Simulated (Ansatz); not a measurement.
**AlGeH (triplet): wave-function methods side by side, cc-pVTZ**

Aim: climb from Hartree-Fock through coupled cluster and multireference methods for AlGeH (triplet) at one geometry and basis, and see what each rung misses.

Computed with Ansatz 0.2.0, Gaussian basis. Level: cc-pVTZ, core rule «outside noble gas», up to 19 orbitals frozen.

To be run: UHF; CCSD(T) on ROHF; CCSD(T) on UHF; BCCD(T) on ROHF; CCSDT(Q) on ROHF; CCSDT(Q) on UHF; CASSCF and MRCISD+Q, 8 electrons in 9 orbitals; CASSCF and NEVPT2, 8 electrons in 9 orbitals.

6 further runs of the same task are left out: 6 set aside as unsound or not needed. Runs told in other sessions of the task aren't counted.

## 1. The system

The geometry is a PBE0/def2-TZVP stationary point (not a proven minimum). No spin-orbit coupling is included. The filled d shell of Ge may be among the frozen orbitals whatever the setting's name suggests.

3 atoms, charge 0, spin multiplicity 3.

Atoms are counted from 1 here; the program's logs count them from 0.

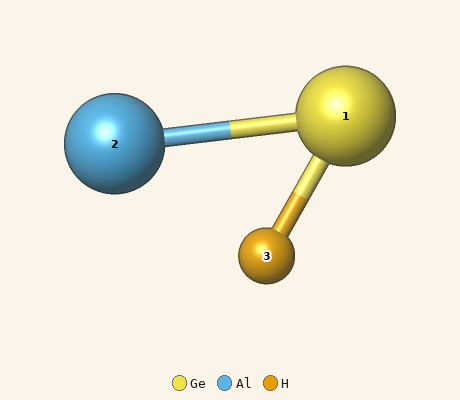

The geometry (germanium yellow, aluminium blue, hydrogen amber); atoms are numbered from 1 in the order of the file.

In the tables R marks a restricted open-shell determinant and U an unrestricted one; 'valence' is the active space of 8 electrons in 9 orbitals; energies count from the table's Hartree-Fock row.

## 2. UHF

in.yaml reads:

```yaml
crystal:
  periodic: [false, false, false]
  atoms:
    - {symbol: Ge, position_ang: [0.000000, -0.008843, 0.666646]}
    - {symbol: Al, position_ang: [0.000000, -0.026517, -1.782004]}
    - {symbol: H, position_ang: [0.000000, 1.347127, -0.341215]}
basis:
  gaussian: {orbitals: cc-pVTZ}
magnetization: {spin_polarized: true, initial_magnetization: 2}
hamiltonian: {xc: hf}
output: {orbitals: {seedname: orbitals}}
```

On the command line:

```console
> ansatz run in.yaml --threads 1 --pin off --events-out ev --progress --plain --max-ram 2816MiB --backend cpu
```

What it wrote:

```text
Functional definition: HF
  name "HF"
  cite "Fock, Z. Phys. 61, 126 (1930) doi:10.1007/BF01340294"
  parent pbe
  exchange = exact_x
  correlation = 0
582 factors; integrals over basis functions are off by at most 1.1e-3 eV
mean field evaluation 1: about -63071.7176 eV, gradient 6.2e0 eV
mean field evaluation 2: about -63071.7207 eV, gradient 6.2e0 eV
mean field evaluation 4: about -63072.3524 eV, gradient 1.5e0 eV
mean field evaluation 8: about -63072.4183 eV, gradient 2.3e-1 eV
mean field evaluation 16: about -63072.1717 eV, gradient 1.4e0 eV
mean field evaluation 32: about -63071.3179 eV, gradient 4.6e0 eV
mean field -63072.42349355 eV, -2317.8688113640 hartree, gradient 4.2e-5 eV, S^2 2.082670; 0 other end points of the search recorded, 0 dependent functions left out
reference -63072.42349355 eV, -2317.8688113640 hartree; 24, 22 occupied and 67, 69 virtual orbitals, 582 factors
Total energy: -63072.42349355 eV, -2317.8688113640 hartree
```

It took 2.1 s on 1 thread of AMD EPYC 7R13, shared host.

From the report: ⟨S²⟩ of the determinant 2.083 (pure triplet: 2.00).

## 3. CCSD(T) on ROHF

in.yaml, as its differences from that of step 2:

```diff
@@ -8,4 +8,3 @@
   gaussian: {orbitals: cc-pVTZ}
-magnetization: {spin_polarized: true, initial_magnetization: 2}
-hamiltonian: {xc: hf}
-output: {orbitals: {seedname: orbitals}}
+magnetization: {spin_polarized: false, initial_magnetization: 2}
+correlation: {method: ccsd_t, electrons: outside_noble_gas}
```

Same command.

What it wrote (excerpt; [...] marks lines left out):

```text
Functional definition: HF
  name "HF"
  cite "Fock, Z. Phys. 61, 126 (1930) doi:10.1007/BF01340294"
  parent pbe
[...]
582 factors; integrals over basis functions are off by at most 1.1e-3 eV
[...]
mean field -63072.19214798 eV, -2317.8603095709 hartree, gradient 1.7e-6 eV, S^2 2.000000; 2 other end points of the search recorded, 0 dependent functions left out
determinant -63072.19214798 eV, -2317.8603095709 hartree, with singles and doubles -63077.07214497 eV, -2318.0396461525 hartree
determinant -63069.72977394 eV, -2317.7698189941 hartree, with singles and doubles -63074.67032960 eV, -2317.9513810659 hartree
determinant -63069.35389914 eV, -2317.7560058500 hartree, with singles and doubles -63074.36387160 eV, -2317.9401189420 hartree
19 core orbitals not correlated: weight in the atoms' cores, before any rotation towards them, 1.000 or more for the frozen orbitals, at most 0.000 for the correlated occupied ones
reference -63072.19214798 eV, -2317.8603095709 hartree; 5, 3 occupied and 67, 69 virtual orbitals, 582 factors
second order -3.94310704 eV of doubles, -0.08946673 eV of singles
cycle   1  -4.76796889 eV  change   -2.4e-1 eV  update   2.2e-2
[...]
cycle  10  -4.78160191 eV  change   -1.7e-6 eV  update   6.2e-6
perturbative correction -0.24776671 eV, -0.0091052585 hartree
Total energy: -63077.22151660 eV, -2318.0451354586 hartree
```

It took 7 s on 1 thread of AMD EPYC 7R13, shared host; peak memory 0.33 GiB.

From the report: correlation -5.0294 eV; T1 0.038; largest double amplitude 0.05.

## 4. CCSD(T) on UHF

in.yaml, as its differences from that of step 3:

```diff
@@ -8,3 +8,3 @@
   gaussian: {orbitals: cc-pVTZ}
-magnetization: {spin_polarized: false, initial_magnetization: 2}
+magnetization: {spin_polarized: true, initial_magnetization: 2}
 correlation: {method: ccsd_t, electrons: outside_noble_gas}
```

Same command.

What it wrote (excerpt; [...] marks lines left out):

```text
Functional definition: HF
  name "HF"
  cite "Fock, Z. Phys. 61, 126 (1930) doi:10.1007/BF01340294"
  parent pbe
[...]
582 factors; integrals over basis functions are off by at most 1.1e-3 eV
[...]
mean field -63072.42349355 eV, -2317.8688113640 hartree, gradient 2.0e-6 eV, S^2 2.082670; 3 other end points of the search recorded, 0 dependent functions left out
determinant -63072.42349355 eV, -2317.8688113640 hartree, with singles and doubles -63077.07284103 eV, -2318.0396717321 hartree
determinant -63069.71550254 eV, -2317.7692945296 hartree, with singles and doubles -63074.31635943 eV, -2317.9383729020 hartree
19 core orbitals not correlated: weight in the atoms' cores, before any rotation towards them, 1.000 or more for the frozen orbitals, at most 0.000 for the correlated occupied ones
reference -63072.42349355 eV, -2317.8688113640 hartree; 5, 3 occupied and 67, 69 virtual orbitals, 582 factors
second order -3.72455400 eV of doubles, -0.00000000 eV of singles
cycle   1  -4.54727736 eV  change   -2.6e-1 eV  update   2.6e-2
[...]
cycle  11  -4.56427291 eV  change   -4.1e-7 eV  update   5.5e-6
perturbative correction -0.23675604 eV, -0.0087006242 hartree
Total energy: -63077.22452251 eV, -2318.0452459240 hartree
```

It took 8.5 s on 1 thread of AMD EPYC 7R13, shared host; peak memory 0.37 GiB.

From the report: ⟨S²⟩ of the determinant 2.083 (pure triplet: 2.00); correlation -4.8010 eV; T1 0.038; largest double amplitude 0.06.

## 5. BCCD(T) on ROHF

in.yaml, as its differences from that of step 4:

```diff
@@ -8,3 +8,3 @@
   gaussian: {orbitals: cc-pVTZ}
-magnetization: {spin_polarized: true, initial_magnetization: 2}
-correlation: {method: ccsd_t, electrons: outside_noble_gas}
+magnetization: {spin_polarized: false, initial_magnetization: 2}
+correlation: {method: bccd_t, electrons: outside_noble_gas}
```

Launched as before.

What it wrote (excerpt; [...] marks lines left out):

```text
Functional definition: HF
  name "HF"
  cite "Fock, Z. Phys. 61, 126 (1930) doi:10.1007/BF01340294"
  parent pbe
[...]
582 factors; integrals over basis functions are off by at most 1.1e-3 eV
[...]
mean field -63072.19214798 eV, -2317.8603095709 hartree, gradient 1.7e-6 eV, S^2 2.000000; 2 other end points of the search recorded, 0 dependent functions left out
determinant -63072.19214798 eV, -2317.8603095709 hartree, with singles and doubles -63077.07214497 eV, -2318.0396461525 hartree
determinant -63069.72977394 eV, -2317.7698189941 hartree, with singles and doubles -63074.67032960 eV, -2317.9513810659 hartree
determinant -63069.35389914 eV, -2317.7560058500 hartree, with singles and doubles -63074.36387160 eV, -2317.9401189420 hartree
19 core orbitals not correlated: weight in the atoms' cores, before any rotation towards them, 1.000 or more for the frozen orbitals, at most 0.000 for the correlated occupied ones
reference -63072.19214798 eV, -2317.8603095709 hartree; 5, 3 occupied and 67, 69 virtual orbitals, 582 factors
second order -3.94310704 eV of doubles, -0.08946673 eV of singles
cycle   1  -4.77024084 eV  change   -2.4e-1 eV  update   2.4e-2
[...]
cycle  11  -4.77427953 eV  change   -1.8e-6 eV  update   8.2e-6
perturbative correction -0.25590514 eV, -0.0094043405 hartree
Total energy: -63077.22233265 eV, -2318.0451654481 hartree
```

Wall time 8.5 s (1 thread of AMD EPYC 7R13, shared host); peak memory 0.4 GiB.

From the report: correlation -5.0302 eV; largest double amplitude 0.06.

## 6. CCSDT(Q) on ROHF

in.yaml, as its differences from that of step 5:

```diff
@@ -9,2 +9,2 @@
 magnetization: {spin_polarized: false, initial_magnetization: 2}
-correlation: {method: bccd_t, electrons: outside_noble_gas}
+correlation: {method: ccsdt_q, electrons: outside_noble_gas}
```

On the command line:

```console
> ansatz run in.yaml --threads 2 --pin off --events-out ev --progress --plain --max-ram 16896MiB --backend cuda --devices 0, --max-vram 18GiB
```

What it wrote (excerpt; [...] marks lines left out):

```text
Functional definition: HF
  name "HF"
  cite "Fock, Z. Phys. 61, 126 (1930) doi:10.1007/BF01340294"
  parent pbe
[...]
1073 factors; integrals over basis functions are off by at most 2.0e-7 eV
[...]
mean field -63072.19216098 eV, -2317.8603100487 hartree, gradient 1.6e-6 eV, S^2 2.000000; 3 other end points of the search recorded, 0 dependent functions left out
determinant -63072.19216098 eV, -2317.8603100487 hartree, with singles and doubles -63077.07350567 eV, -2318.0396961572 hartree
determinant -63069.72979101 eV, -2317.7698196215 hartree, with singles and doubles -63074.66865700 eV, -2317.9513195987 hartree
determinant -63069.54603725 eV, -2317.7630667953 hartree, with singles and doubles -63074.28328232 eV, -2317.9371573406 hartree
determinant -63069.35391337 eV, -2317.7560063728 hartree, with singles and doubles -63074.36426880 eV, -2317.9401335387 hartree
19 core orbitals not correlated: weight in the atoms' cores, before any rotation towards them, 1.000 or more for the frozen orbitals, at most 0.000 for the correlated occupied ones
reference -63072.19216098 eV, -2317.8603100487 hartree; 5, 3 occupied and 67, 69 virtual orbitals, 1073 factors
second order -3.94311907 eV of doubles, -0.08946663 eV of singles
cycle   1  -4.53061794 eV  change   -5.0e-1 eV  update   9.4e-2
[...]
cycle  18  -5.07086349 eV  change   -1.6e-7 eV  update   6.2e-7
perturbative correction -0.01553573 eV, -0.0005709274 hartree
Total energy: -63077.27856019 eV, -2318.0472317721 hartree
```

Run time: 5.5 s. Hardware: 1 × H100 (card shared with other runs) with 2 threads of AMD EPYC 7R13, shared host; peak host memory 0.86 GiB.

From the report: correlation -5.0864 eV; T1 0.041; largest double amplitude 0.07.

## 7. CCSDT(Q) on UHF

in.yaml, as its differences from that of step 6:

```diff
@@ -8,3 +8,3 @@
   gaussian: {orbitals: cc-pVTZ}
-magnetization: {spin_polarized: false, initial_magnetization: 2}
+magnetization: {spin_polarized: true, initial_magnetization: 2}
 correlation: {method: ccsdt_q, electrons: outside_noble_gas}
```

Same command.

What it wrote (excerpt; [...] marks lines left out):

```text
Functional definition: HF
  name "HF"
  cite "Fock, Z. Phys. 61, 126 (1930) doi:10.1007/BF01340294"
  parent pbe
[...]
1073 factors; integrals over basis functions are off by at most 2.0e-7 eV
[...]
mean field -63072.42350680 eV, -2317.8688118506 hartree, gradient 2.2e-6 eV, S^2 2.082670; 3 other end points of the search recorded, 0 dependent functions left out
determinant -63072.42350680 eV, -2317.8688118506 hartree, with singles and doubles -63077.07286116 eV, -2318.0396724720 hartree
determinant -63069.71551269 eV, -2317.7692949026 hartree, with singles and doubles -63074.31646422 eV, -2317.9383767527 hartree
19 core orbitals not correlated: weight in the atoms' cores, before any rotation towards them, 1.000 or more for the frozen orbitals, at most 0.000 for the correlated occupied ones
reference -63072.42350680 eV, -2317.8688118506 hartree; 5, 3 occupied and 67, 69 virtual orbitals, 1073 factors
second order -3.72456477 eV of doubles, -0.00000000 eV of singles
cycle   1  -4.25132335 eV  change   -5.3e-1 eV  update   9.8e-2
[...]
cycle  20  -4.84592929 eV  change   -3.9e-7 eV  update   3.2e-7
perturbative correction -0.01562813 eV, -0.0005743233 hartree
Total energy: -63077.28506421 eV, -2318.0474707904 hartree
```

It took 8 s on 1 × H100 (card shared with other runs) with 2 threads of AMD EPYC 7R13, shared host; peak host memory 0.86 GiB.

From the report: ⟨S²⟩ of the determinant 2.083 (pure triplet: 2.00); correlation -4.8616 eV; T1 0.042; largest double amplitude 0.07.

## 8. CASSCF and MRCISD+Q, 8 electrons in 9 orbitals

in.yaml reads:

```yaml
crystal:
  periodic: [false, false, false]
  atoms:
    - {symbol: Ge, position_ang: [0.000000, -0.008843, 0.666646]}
    - {symbol: Al, position_ang: [0.000000, -0.026517, -1.782004]}
    - {symbol: H, position_ang: [0.000000, 1.347127, -0.341215]}
basis:
  gaussian: {orbitals: cc-pVTZ}
magnetization: {spin_polarized: false, initial_magnetization: 2}
correlation: {method: fic_mrcisd_q, electrons: outside_noble_gas, active_space: {window: {electrons: 8, orbitals: 9}, shells: [{species: Al, l: s, shell: 3}, {species: Al, l: p, shell: 3}, {species: Ge, l: s, shell: 4}, {species: Ge, l: p, shell: 4}, {species: H, l: s, shell: 1}]}}
```

Launched as before.

What it wrote (excerpt; [...] marks lines left out):

```text
Functional definition: HF
  name "HF"
  cite "Fock, Z. Phys. 61, 126 (1930) doi:10.1007/BF01340294"
  parent pbe
[...]
1073 factors; integrals over basis functions are off by at most 2.0e-7 eV
[...]
mean field -63072.19216098 eV, -2317.8603100487 hartree, gradient 1.6e-6 eV, S^2 2.000000; 0 other end points of the search recorded, 0 dependent functions left out
reference -63072.19216098 eV, -2317.8603100487 hartree; 24, 22 occupied and 67, 69 virtual orbitals, 1073 factors
state -63074.01074228 eV, -2317.9271416788 hartree
contracted CI cycle   1: correlation 0.00000000 eV, 0.0000000000 hartree, residual 1.26e1 eV
contracted CI cycle   2: correlation -2.88254941 eV, -0.1059317370 hartree, residual 2.59e0 eV
contracted CI cycle   3: correlation -3.00582727 eV, -0.1104621147 hartree, residual 6.40e-1 eV
contracted CI cycle   4: correlation -3.01286282 eV, -0.1107206663 hartree, residual 1.76e-1 eV
contracted CI cycle   5: correlation -3.01335931 eV, -0.1107389120 hartree, residual 5.09e-2 eV
contracted CI cycle   6: correlation -3.01339964 eV, -0.1107403942 hartree, residual 1.45e-2 eV
contracted CI cycle   7: correlation -3.01340295 eV, -0.1107405159 hartree, residual 3.97e-3 eV
contracted CI cycle   8: correlation -3.01340320 eV, -0.1107405252 hartree, residual 1.11e-3 eV
state -63074.01074228 eV, -2317.9271416788 hartree; corrected -63077.26125070 eV, -2318.0465956599 hartree
Total energy: -63077.26125070 eV, -2318.0465956599 hartree
Checks for a lower state left out: starts, orbital_swaps
```

Run time: 4.9 s. Hardware: 1 × H100 (card shared with other runs) with 2 threads of AMD EPYC 7R13, shared host; peak host memory 0.89 GiB.

From the report: 7,840 determinants; active occupations 1.98, 1.95, 1.91, 1.01, 0.99, 0.05, 0.05, 0.03, 0.02.

## 9. CASSCF and NEVPT2, 8 electrons in 9 orbitals

in.yaml reads:

```yaml
crystal:
  periodic: [false, false, false]
  atoms:
    - {symbol: Ge, position_ang: [0.000000, -0.008843, 0.666646]}
    - {symbol: Al, position_ang: [0.000000, -0.026517, -1.782004]}
    - {symbol: H, position_ang: [0.000000, 1.347127, -0.341215]}
basis:
  gaussian: {orbitals: cc-pVTZ}
magnetization: {spin_polarized: false, initial_magnetization: 2}
correlation: {method: sc_nevpt2, electrons: outside_noble_gas, active_space: {window: {electrons: 8, orbitals: 9}, shells: [{species: Al, l: s, shell: 3}, {species: Al, l: p, shell: 3}, {species: Ge, l: s, shell: 4}, {species: Ge, l: p, shell: 4}, {species: H, l: s, shell: 1}]}}
```

On the command line:

```console
> ansatz run in.yaml --threads 1 --pin off --events-out ev --progress --plain --max-ram 2816MiB --backend cpu
```

What it wrote:

```text
Functional definition: HF
  name "HF"
  cite "Fock, Z. Phys. 61, 126 (1930) doi:10.1007/BF01340294"
  parent pbe
  exchange = exact_x
  correlation = 0
1073 factors; integrals over basis functions are off by at most 2.0e-7 eV
mean field evaluation 1: about -63071.7374 eV, gradient 6.6e0 eV
mean field evaluation 2: about -63071.7412 eV, gradient 6.6e0 eV
mean field evaluation 4: about -63072.1579 eV, gradient 1.6e0 eV
mean field evaluation 8: about -63072.1886 eV, gradient 2.3e-1 eV
mean field evaluation 16: about -63072.1922 eV, gradient 1.6e-6 eV
mean field -63072.19216098 eV, -2317.8603100487 hartree, gradient 1.6e-6 eV, S^2 2.000000; 0 other end points of the search recorded, 0 dependent functions left out
reference -63072.19216098 eV, -2317.8603100487 hartree; 24, 22 occupied and 67, 69 virtual orbitals, 1073 factors
state -63074.01074228 eV, -2317.9271416788 hartree
state -63074.01074228 eV, -2317.9271416788 hartree; corrected -63076.53787496 eV, -2318.0200120920 hartree
Total energy: -63076.53787496 eV, -2318.0200120920 hartree
Checks for a lower state left out: starts, orbital_swaps
```

It took 8.5 s on 1 thread of AMD EPYC 7R13, shared host; peak memory 0.28 GiB.

From the report: 7,840 determinants; active occupations 1.98, 1.95, 1.91, 1.01, 0.99, 0.05, 0.05, 0.03, 0.02.

## 10. Natural occupations

Natural occupations of the CASSCF valence state about the gap (report; correlated orbitals 1 to 9): 1.982, 1.949, 1.914, 1.006, 0.988, 0.054, 0.047, 0.034, 0.024. The count of effectively unpaired electrons, Σ n²(2 − n)², is 2.06; a single determinant of this spin has 2.

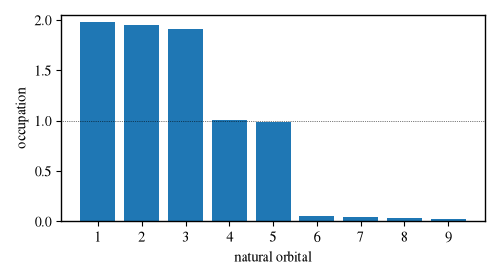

Natural occupations of the CASSCF valence state.

## 11. Misses and costs

The yardstick is UCCSDT(Q), where the cluster series has nearly closed. Rows without a time are mean-field rows or come out of runs for another level: lower rungs of the coupled-cluster runs, CASSCF and MRCISD of the multireference runs, or the Hartree-Fock search.

| method | energy from the lowest ROHF (kJ/mol) | from UCCSDT(Q) (kJ/mol) | time |
| --- | --- | --- | --- |
| ROHF | 0.0 | +491.4 |  |
| UHF | -22.3 | +469.1 |  |
| RMP2 | -389.1 | +102.3 |  |
| UMP2 | -381.7 | +109.7 |  |
| RCCSD | -461.4 | +30.0 |  |
| UCCSD | -462.7 | +28.7 |  |
| RCCSD(T) | -485.3 | +6.1 | 7 s |
| UCCSD(T) | -485.6 | +5.8 | 8.5 s |
| BCCD(T) | -485.3 | +6.1 | 8.5 s |
| RCCSDT | -489.3 | +2.1 |  |
| UCCSDT | -489.9 | +1.5 |  |
| RCCSDT(Q) | -490.8 | +0.6 | 5.5 s (GPU) |
| UCCSDT(Q) | -491.4 | 0 | 8 s (GPU) |
| CASSCF valence | -175.5 | +315.9 |  |
| NEVPT2 valence | -419.3 | +72.1 | 8.5 s |
| MRCISD valence | -466.2 | +25.2 |  |
| MRCISD+Q valence | -489.1 | +2.3 | 4.9 s (GPU) |

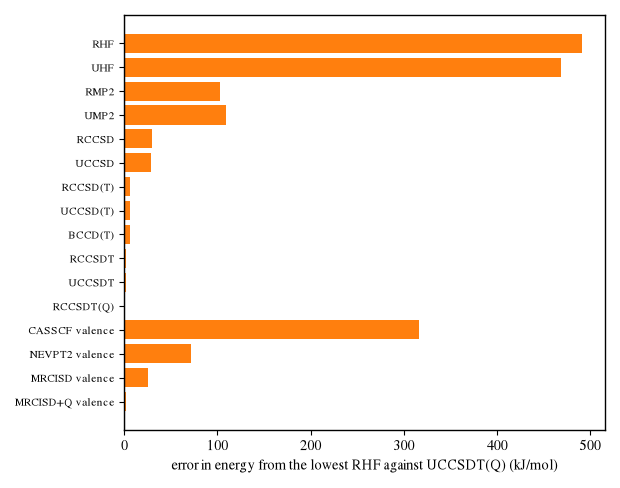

Error of each method against UCCSDT(Q).

Some runs used a GPU and others CPU threads alone; cost is compared among the CPU runs only.

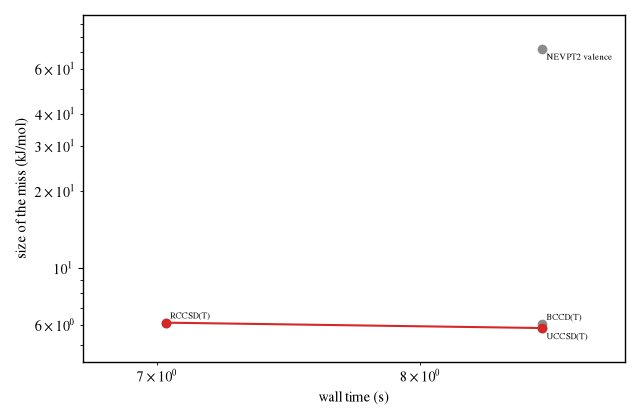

Accuracy for the time spent; red marks the levels that beat every quicker one drawn. Times are from a shared host.

With the free atoms at the same levels and basis (separate runs), the atomisation energy is 5.102 eV at UCCSDT(Q), 5.078 eV at RCCSD(T), 5.069 eV at UCCSD(T), 3.487 eV at ROHF.

## 12. Summary of results

| quantity | value |
| --- | --- |
| UCCSDT(Q) from the ROHF energy | -5.0929 eV |
| RMP2 from UCCSDT(Q) | +102.3 kJ/mol |
| UMP2 from UCCSDT(Q) | +109.7 kJ/mol |
| RCCSD from UCCSDT(Q) | +30.0 kJ/mol |
| RCCSD(T) from UCCSDT(Q) | +6.1 kJ/mol |
| UCCSD(T) from UCCSDT(Q) | +5.8 kJ/mol |
| RCCSDT(Q) from UCCSDT(Q) | +0.6 kJ/mol |
| NEVPT2 valence from UCCSDT(Q) | +72.1 kJ/mol |
| MRCISD+Q valence from UCCSDT(Q) | +2.3 kJ/mol |
| levels within 1 kcal/mol (43 meV) | RCCSDT, UCCSDT, RCCSDT(Q), MRCISD+Q valence |
| T1 diagnostic | 0.038 |
| effectively unpaired electrons | 2.06 |

RCCSD(T) lands +6.1 kJ/mol from the yardstick (1.2 % of the correlation energy). One determinant dominates. Of the multireference levels listed MRCISD+Q valence comes nearest in total energy (+2.3 kJ/mol), which doesn't show that its space is the better one. These misses are within one basis, not against nature; the frozen cores of restricted and unrestricted runs differ, which can shift their rows.

UCCSD(T) reaches 5.8 kJ/mol from the reference in 8.5 s; the quickest level in the cost chart, RCCSD(T), takes 7 s and misses by 6.1 kJ/mol.
